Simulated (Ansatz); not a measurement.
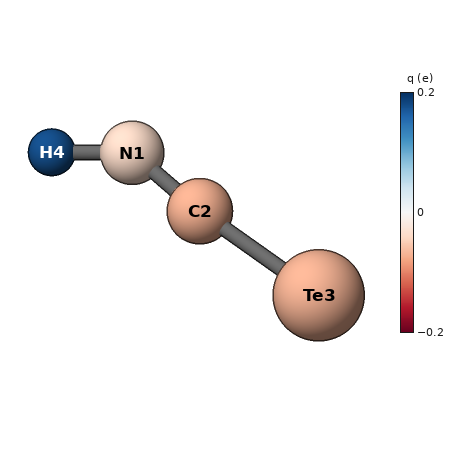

Atoms are coloured by their Mulliken charges. The geometry was computed by an optimisation with PBE-D4/def2-SVP. No frequency run is at hand to confirm it as a minimum. Properties computed with RKS PBE-D4/def2-SVP, core potentials on Te (Ansatz 0.2.0).

List the Mulliken charges.

```csv
atom,value (e)
N1,−0.04
C2,−0.07
Te3,−0.07
H4,0.17
```

Mulliken values depend strongly on the basis set and can even reverse the polarity of a bond.
